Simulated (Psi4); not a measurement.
# HF/def2-TZVPPD run of As2 (SMILES [As]#[As])

Aim: the vertical electron affinity of As2 at HF/def2-TZVPPD, from 2 runs. 

The calculation is run with Psi4 1.11.

2 further runs of the same task are left out: 2 set aside as unsound or not needed.

**1. Starting point**

The species is As2 (2 atoms), meant as a singlet with charge 0. As SMILES, `[As]#[As]`. The shape is that of a PBE0-D4/def2-TZVP optimisation.

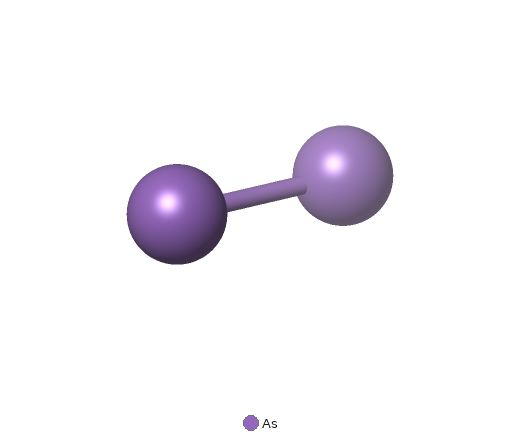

Viewed from a chosen angle; arsenic purple.

**2. Energy and gradient at HF/def2-TZVPPD**

Input file job.py:

```python
import psi4

psi4.set_memory(2200000000)
psi4.set_num_threads(1)
psi4.core.set_output_file('run.log', False)

mol = psi4.geometry("""
0 1
As     0.000000     0.000000     0.002480
As     0.000000     0.000000     2.091490
symmetry c1
""")

psi4.set_options({
    'basis': 'def2-TZVPPD',
    'puream': True,
    'e_convergence': 1e-09,
    'd_convergence': 1e-08,
    'scf_type': 'pk',
})

e, wfn = psi4.gradient('scf', return_wfn=True)
print('gradient / Eh bohr^-1')
print(e.np.round(6))
print(f'energy = {wfn.energy():.10f} Eh')
```

The run is started by

```console
$ python job.py
```

run.log:

```text
[...]
  Running in c1 symmetry.
[...]
  Nuclear repulsion =  275.859848645832244
[...]
  Multiplicity = 1
[...]
  Nalpha       = 33
  Nbeta        = 33
[...]
    Number of basis functions: 108
[...]
   @RHF iter   1: -4466.91393871296896   -6.33011e+00   2.93390e-02 DIIS/ADIIS
[...]
   @RHF iter   9: -4468.40908003025106   -2.40107e-10   7.43831e-09 DIIS
[...]
    Orbital Energies [Eh]
    ---------------------
    Doubly Occupied:
       1A   -432.595142     2A   -432.595134     3A    -56.320262
       4A    -56.320256     5A    -50.164855     6A    -50.164855
       7A    -50.164843     8A    -50.164843     9A    -50.163491
      10A    -50.163474    11A     -8.040613    12A     -8.040344
      13A     -5.893914    14A     -5.893914    15A     -5.893721
      16A     -5.893721    17A     -5.891488    18A     -5.889982
      19A     -2.129571    20A     -2.127316    21A     -2.127316
      22A     -2.126259    23A     -2.126259    24A     -2.125331
      25A     -2.125331    26A     -2.119171    27A     -2.119171
      28A     -2.114346    29A     -0.861345    30A     -0.605222
      31A     -0.377823    32A     -0.341611    33A     -0.341611
[...]
  @RHF Final Energy: -4468.40908003025106
   => Energetics <=
    Nuclear Repulsion Energy =            275.8598486458322441
    One-Electron Energy =               -6780.4927874131599310
    Two-Electron Energy =                2036.2238587370766254
    Total Energy =                      -4468.4090800302510615
[...]
 Multipole Moments:
 ------------------------------------------------------------------------------------
     Multipole            Electronic (a.u.)      Nuclear  (a.u.)        Total (a.u.)
 ------------------------------------------------------------------------------------
 L = 1.  Multiply by 2.5417464519 to convert [e a0] to [Debye]
 Dipole X            :         -0.0000000            0.0000000           -0.0000000
 Dipole Y            :          0.0000000            0.0000000            0.0000000
 Dipole Z            :          0.0000000            0.0000000            0.0000000
 Magnitude           :                                                    0.0000000
[...]
  -Total Gradient:
     Atom            X                  Y                   Z
    ------   -----------------  -----------------  -----------------
       1       -0.000000000000    -0.000000000000    -0.020287712833
       2        0.000000000000     0.000000000000     0.020287712836
[...]
```

The script printed:

```text
gradient / Eh bohr^-1
[[-0.       -0.       -0.020288]
 [ 0.        0.        0.020288]]
energy = -4468.4090800303 Eh
```

Run time: 23 s. Hardware: 1 thread of Intel Xeon Platinum 8259CL at 2.50GHz (Skylake/Cascade Lake), shared host; peak memory 0.48 GiB.

**3. The doublet anion: a single-point energy at UHF/def2-TZVPPD**

Input file as2.json:

```json
{
  "schema_name": "qcschema_input",
  "schema_version": 1,
  "molecule": {
    "schema_name": "qcschema_molecule",
    "schema_version": 2,
    "symbols": ["As", "As"],
    "geometry": [0.0, 0.0, 0.00468652, 0.0, 0.0, 3.95234329],
    "molecular_charge": -1,
    "molecular_multiplicity": 2,
    "fix_symmetry": "c1",
    "fix_com": true,
    "fix_orientation": true
  },
  "driver": "energy",
  "model": {
    "method": "scf",
    "basis": "def2-TZVPPD"
  },
  "keywords": {
    "reference": "uhf",
    "puream": true,
    "e_convergence": 1e-09,
    "d_convergence": 1e-08,
    "scf_type": "pk",
    "maxiter": 100
  }
}
```

The run is started by

```console
$ psi4 --qcschema as2.json -n 1 --memory 2200MB
```

stdout:

```text
[...]
  Running in c1 symmetry.
[...]
  Nuclear repulsion =  275.859848879415097
[...]
  Multiplicity = 2
[...]
  Nalpha       = 34
  Nbeta        = 33
[...]
    Number of basis functions: 108
[...]
   @UHF iter   1: -4466.67644469981497   -6.09262e+00   3.02331e-02 ADIIS/DIIS
[...]
   @UHF iter  12: -4468.42106678344135   -3.63798e-12   2.32128e-09 DIIS
[...]
   @S^2 Observed:                7.753020580E-01
[...]
    Orbital Energies [Eh]
    ---------------------
    Alpha Occupied:
       1A   -432.345757     2A   -432.345750     3A    -56.071573
       4A    -56.071566     5A    -49.917186     6A    -49.917174
       7A    -49.916491     8A    -49.916479     9A    -49.915128
      10A    -49.915111    11A     -7.793553    12A     -7.793306
      13A     -5.648354    14A     -5.648174    15A     -5.647792
      16A     -5.647599    17A     -5.645569    18A     -5.644061
      19A     -1.884921    20A     -1.880957    21A     -1.878825
      22A     -1.878418    23A     -1.878082    24A     -1.877934
      25A     -1.877171    26A     -1.874731    27A     -1.871196
      28A     -1.868353    29A     -0.638375    30A     -0.404334
      31A     -0.172039    32A     -0.157548    33A     -0.121856
      34A     -0.033382
[...]
  @UHF Final Energy: -4468.42106678344135
   => Energetics <=
    Nuclear Repulsion Energy =            275.8598488794150967
    One-Electron Energy =               -6796.6212754475345719
    Two-Electron Energy =                2052.3403597846781850
    Total Energy =                      -4468.4210667834413471
  UHF NO Occupations:
  HONO-2 :   32  A 1.9978196
  HONO-1 :   33  A 1.9916617
[...]
 Multipole Moments:
 ------------------------------------------------------------------------------------
     Multipole            Electronic (a.u.)      Nuclear  (a.u.)        Total (a.u.)
 ------------------------------------------------------------------------------------
 L = 1.  Multiply by 2.5417464519 to convert [e a0] to [Debye]
 Dipole X            :         -0.0000000            0.0000000           -0.0000000
 Dipole Y            :          0.0000000            0.0000000            0.0000000
 Dipole Z            :       -132.5604986          130.5819837           -1.9785149
 Magnitude           :                                                    1.9785149
[...]
```

The result, in JSON:

```text
{
 "driver": "energy",
 "model": {
  "method": "scf",
  "basis": "def2-TZVPPD"
 },
 "success": true,
 "return_result": -4468.421066783441,
 "properties": {
  "calcinfo_nbasis": 108,
  "calcinfo_nmo": 108,
  "calcinfo_nalpha": 34,
  "calcinfo_nbeta": 33,
  "calcinfo_natom": 2,
  "nuclear_repulsion_energy": 275.8598488794151,
  "return_energy": -4468.421066783441,
  "scf_one_electron_energy": -6796.621275447535,
  "scf_two_electron_energy": 2052.340359784678,
  "scf_dipole_moment": [-2.97083061129644e-14, 3.844387524915243e-14, -1.978514905010826],
  "scf_total_energy": -4468.421066783441,
  "scf_iterations": 12
 }
}
```

It took 6.9 s on 1 thread of Intel Xeon Platinum 8259CL at 2.50GHz (Skylake/Cascade Lake), shared host; peak memory 0.49 GiB.

**4. Outcome**

At HF/def2-TZVPPD:

| quantity | value |
| --- | --- |
| singlet As2: total energy | -4468.40908 Eh |
| singlet As2: dipole moment | 0.00 D |
| singlet As2: HOMO energy | -9.30 eV |
| singlet As2: LUMO energy | 0.21 eV |
| singlet As2: HOMO–LUMO gap | 9.51 eV |
| singlet As2: largest force on an atom | 1.043 eV/Å |
| doublet anion: total energy | -4468.42107 Eh |
| doublet anion: HOMO energy (highest over α and β) | -0.91 eV |
| doublet anion: LUMO energy (lowest over α and β) | 5.65 eV |
| doublet anion: ⟨S²⟩ | 0.775 |
| vertical electron affinity (to the doublet anion) | 0.326 eV |

**Reading.** At fixed nuclei the extra electron is bound by 0.33 eV (7.5 kcal/mol). The largest force (singlet As2) is 1.04 eV/Å: the shape isn't a stationary point for this species at this level.
